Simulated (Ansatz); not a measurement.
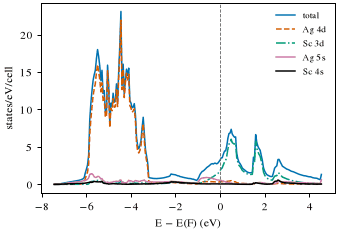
Total and projected density of states of ScAg$_{3}$ (Cu3Au type, space group No. 221), DFT-PBE in the program Ansatz with PAW potentials

Problem. Which orbitals carry the states next to the Fermi level?

Solution. Within 0.5 eV of the Fermi level: Sc 3d 62 %, Ag 5s 13 %, Ag 4d 9 %, outside the projected shells 14 %. Projections are on Löwdin-orthogonalised atomic valence shells; empty p or d shells of many metals are not among them.

Problem. Where is the tallest occupied peak in this window, and what makes it?

Solution. Near -4.4 eV, about 23 states/eV per cell; the largest projected share is Ag 4d.

Space group Pm-3m (Cu3Au type). The start of the workflow was typed in or built on a structure type; neither database checked (COD, Materials Project) lists it. Its standing as an ambient phase is unchecked. The PBE relaxation kept the symmetry of its start; whether a distortion lowers the energy is not shown. The run is not spin-polarised. Scalar-relativistic: spin–orbit coupling is off unless named, which matters more the heavier the elements.

Potentials: the earlier of the program's two PAW sets.
